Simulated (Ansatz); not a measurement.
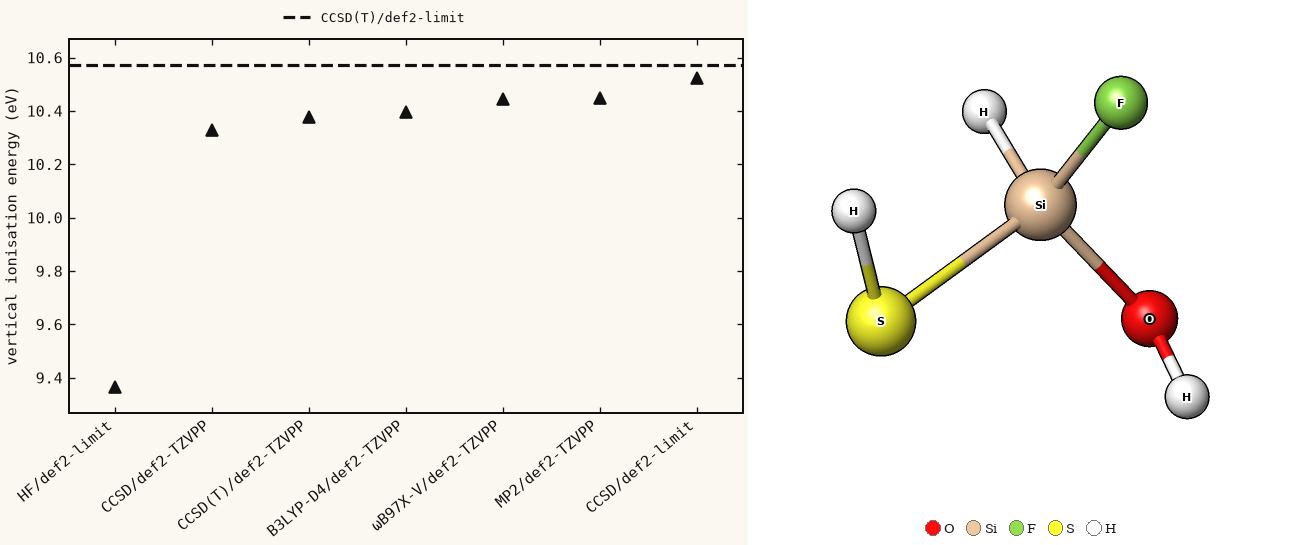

Vertical ionisation energy of SiH₃SOF, SMILES O[Si@H](F)S, taken as the energy of the cation less that of the neutral at fixed geometry (unrestricted doublet cation, cores frozen in correlated methods, no spin-orbit coupling), the Ansatz code, at a PBE0-D4/def2-TZVP geometry (a minimum by its frequencies). Limit means an estimate of the basis limit from triple and quadruple zeta; for coupled cluster it is either extrapolated directly or built as the MP2 limit plus the step from MP2 in triple zeta. The distance of CCSD/def2-TZVPP, CCSD(T)/def2-TZVPP and MP2/def2-TZVPP to the limit includes basis error.

Q: Which level comes closest to the line (CCSD(T)/def2-limit), and which misses most?

A: Closest CCSD/def2-limit (10.52 eV), against 10.57 eV; farthest HF/def2-limit (9.37 eV).

Q: What range do the values span, the line included?

A: From 9.37 eV (HF/def2-limit) to 10.57 eV (CCSD(T)/def2-limit).
